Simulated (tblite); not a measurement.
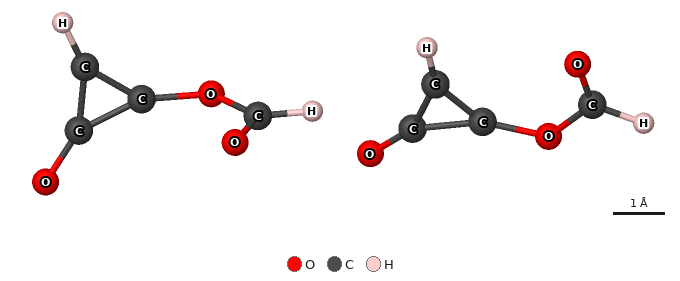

Two geometries of C4H2O3, drawn at one scale. One is the start of a relaxation, the other its converged end. Style: ball-and-stick. Shown at a tilt.

These are results of GFN2-xTB geometry optimisation, gas phase (tblite 0.8.0), not measurements. 

Q: Which one is relaxed?

A: The right one is the relaxed one. The atom that moves furthest after the best rigid fit is an O atom (1.55 Å). By element the largest moves are O 1.55 Å, H 0.83 Å, C 0.46 Å. Near-neighbour distances that change, for instance: C–O 1.285 → 1.187 Å, C–O 1.260 → 1.187 Å, C–O 1.394 → 1.337 Å, C–C 1.384 → 1.440 Å. Bond angles that change, for instance: O–C–H 121.9° → 107.8°, O–C–O 118.1° → 126.0°, O–C–H 120.0° → 126.3°. Groups turn about C–O by about 90°. After 88 geometry steps the energy has fallen by 26.6 kcal/mol.
